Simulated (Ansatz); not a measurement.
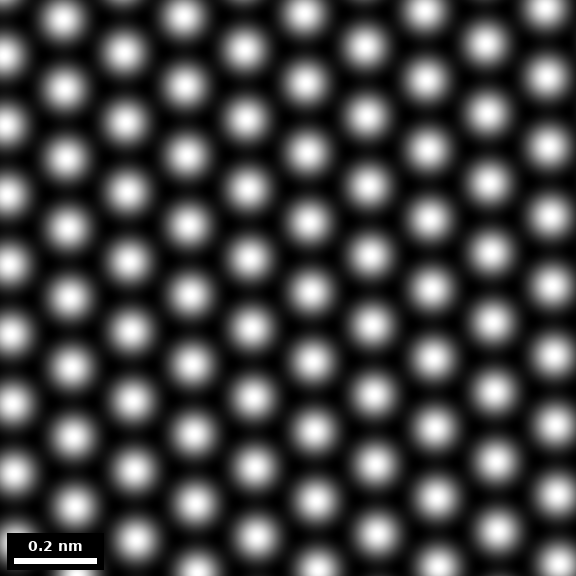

Z-contrast image of Au (Fm-3m, No. 225) along [111]. The image is simulated as a sum over atoms of Z^1.7, blurred by a 0.89 Å probe (no channelling). Atomic positions: a calculation's starting geometry.

**Describe what the image shows.**

The columns repeat on a hexagonal net with a repeat of 1.69 Å (plane group p6mm). All columns are alike (Au). The shortest distance between visible columns is 1.69 Å in projection. Along the beam the structure repeats every 7.18 Å.
